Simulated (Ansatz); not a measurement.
# Single-point calculation, with input and output: C$_{2}$H$_{7}$GaO$_{2}$ (charge +1)

System: C$_{2}$H$_{7}$GaO$_{2}$, charge +1, multiplicity 8.
Method: UKS PBE/aug-cc-pVTZ (Ansatz 0.2.0).

Some settings of this run were made unusual or wrong on purpose. The geometry comes from this level: PBE0-D4/def2-TZVP. Figures and captions count atoms from 1; the log counts them from 0 in places.

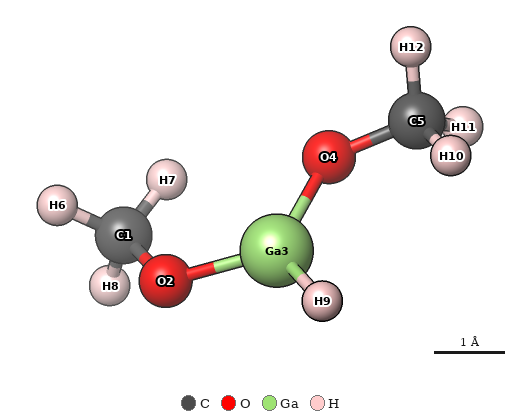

The input geometry (ball-and-stick view, seen at a tilt; atoms are numbered from 1 in the order of the input). Sticks mark near contacts. Bond lengths as drawn: C–H 1.10 Å, C–O 1.40 to 1.41 Å, Ga–H 1.55 Å and Ga–O 1.77 to 1.78 Å.

### Outcome

| quantity | value |
| --- | --- |
| outcome | converged |
| total energy | −58620.1388 eV |
| ⟨S²⟩ | 15.757 |
| SCF solution under orbital rotations | stable |
| largest force (length of the vector) | 8.035 eV/Å |
| hardware | 4 threads of Arm Neoverse V2, 23 GiB of memory available, shared host |
| wall time | 40 s (CPU time 2.5 min) |
| peak memory | 2.3 GiB |

### Diagnosis

This input holds a deliberate fault: spin. The run converged all the same; its numbers are those of the faulty input and shouldn't be used.

### The input
```yaml
crystal:
  periodic: [false, false, false]
  atoms:
    - {symbol: C, position_ang: [-1.954156, 0.894803, 1.076992]}
    - {symbol: O, position_ang: [-0.902718, 0.262327, 1.769465]}
    - {symbol: Ga, position_ang: [0.528218, -0.391176, 0.958810]}
    - {symbol: O, position_ang: [0.495929, -0.163637, -0.807146]}
    - {symbol: C, position_ang: [1.517031, -0.595321, -1.667206]}
    - {symbol: H, position_ang: [-2.075922, 1.917733, 1.449362]}
    - {symbol: H, position_ang: [-1.788563, 0.940664, -0.004809]}
    - {symbol: H, position_ang: [-2.890228, 0.355607, 1.258424]}
    - {symbol: H, position_ang: [1.677090, -1.084765, 1.726644]}
    - {symbol: H, position_ang: [2.344781, -1.095963, -1.145846]}
    - {symbol: H, position_ang: [1.113577, -1.299310, -2.403484]}
    - {symbol: H, position_ang: [1.934950, 0.259037, -2.211217]}
basis:
  gaussian: {orbitals: aug-cc-pVTZ}
total_charge: 1
magnetization: {spin_polarized: true, initial_magnetization: 7}
hamiltonian: {xc: {name: PBE}}
output: {forces: true}
```

Launch command:
```bash
ansatz run in.yaml --threads 4 --pin off --events-out ev --progress --plain --max-ram 10444MiB
```

### Log
```
Functional definition: PBE
  name "PBE"
  cite "Perdew, Burke & Ernzerhof, Phys. Rev. Lett. 77, 3865 (1996) doi:10.1103/PhysRevLett.77.3865"
  parent pbe
  parameter kappa = 0.804
  parameter beta = 0.06672455060314922
  exchange = pbe_x(kappa = kappa, mu = beta*pi^2/3)
  correlation = pbe_c(beta = beta)
1717 factors; their error is unknown
mean field evaluation 1: about -58582.9257 eV, gradient 8.7e1 eV
mean field evaluation 2: about -58384.5689 eV, gradient 2.0e2 eV
mean field evaluation 4: about -58578.8849 eV, gradient 8.4e1 eV
mean field evaluation 8: about -58619.8367 eV, gradient 6.4e0 eV
mean field evaluation 16: about -58620.1385 eV, gradient 2.7e-1 eV
mean field evaluation 32: about -58618.8667 eV, gradient 8.3e0 eV
mean field evaluation 64: about -58619.4755 eV, gradient 1.6e-2 eV
mean field -58620.13864658 eV, -2154.2503611047 hartree, gradient 2.2e-5 eV, S^2 15.757462; 4 other end points of the search recorded, 0 dependent functions left out
the calculation of the forces begins
reference -58620.13875477 eV, -2154.2503650806 hartree; 36, 29 occupied and 368, 375 virtual orbitals, 1717 factors
Total energy: -58620.13875477 eV, -2154.2503650806 hartree
Atom 0 at    -1.954156     0.894803     1.076992 Å, force    -0.080883     0.017056     0.263045 eV/Å
Atom 1 at    -0.902718     0.262327     1.769465 Å, force    -5.566621     2.555614     3.028823 eV/Å
Atom 2 at     0.528218    -0.391176     0.958810 Å, force     2.941138    -1.779370     1.988041 eV/Å
Atom 3 at     0.495929    -0.163637    -0.807146 Å, force     1.154650     0.343385    -7.944450 eV/Å
Atom 4 at     1.517031    -0.595321    -1.667206 Å, force    -1.031826     0.430904     0.846998 eV/Å
Atom 5 at    -2.075922     1.917733     1.449362 Å, force    -0.152479     0.806985     0.463931 eV/Å
Atom 6 at    -1.788563     0.940664    -0.004809 Å, force     0.376963    -0.084539    -0.924262 eV/Å
Atom 7 at    -2.890228     0.355607     1.258424 Å, force    -0.787580    -0.414663     0.315669 eV/Å
Atom 8 at     1.677090    -1.084765     1.726644 Å, force     3.304619    -2.003540     2.280136 eV/Å
Atom 9 at     2.344781    -1.095963    -1.145846 Å, force     0.468006    -0.364388     0.982900 eV/Å
Atom 10 at     1.113577    -1.299310    -2.403484 Å, force    -0.690046    -0.466378    -0.739696 eV/Å
Atom 11 at     1.934950     0.259037    -2.211217 Å, force     0.064061     0.958933    -0.561135 eV/Å
Dipole moment:    -0.471305     0.346907    -0.836864 e Å
```
